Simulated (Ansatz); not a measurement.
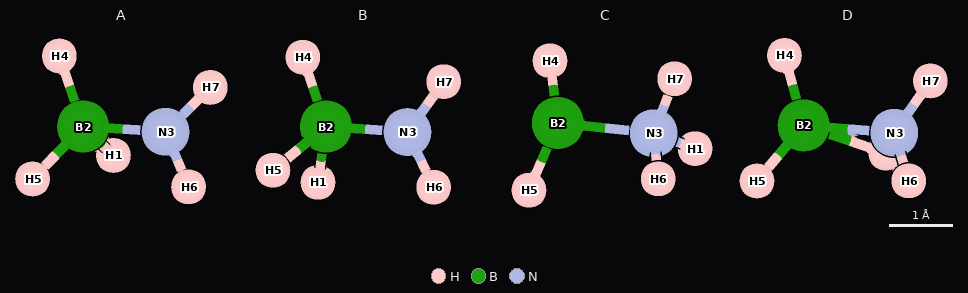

4 geometries from a converged minimum-energy path of BNH5 (multiplicity 2), shuffled. The picture is a ball-and-stick view, seen at a tilt.

Level of theory: Ansatz, UKS B3LYP-D4/def2-SVPD. Settings: 5 movable images; climbing image; force threshold 0.05 eV/Å; iteration limit 60; starting path through a guess of the saddle point.

Which frame is the top of the path?

Answer. D. In order along the path, whose images run from 0 to 6: B (image 0, 0.00 eV), A (image 2, +0.08 eV), D (image 4, +1.18 eV), C (image 6, +0.47 eV). A hydrogen atom shifts from one atom to another. Breaking: H1–B2 (1.27 → 1.48 at the top → 2.24 Å). Forming: H1–N3 (2.24 → 1.21 at the top → 1.03 Å).

The run took 61 s on 2 threads of Arm Neoverse V2, with other jobs on the host, peak memory 0.14 GiB.
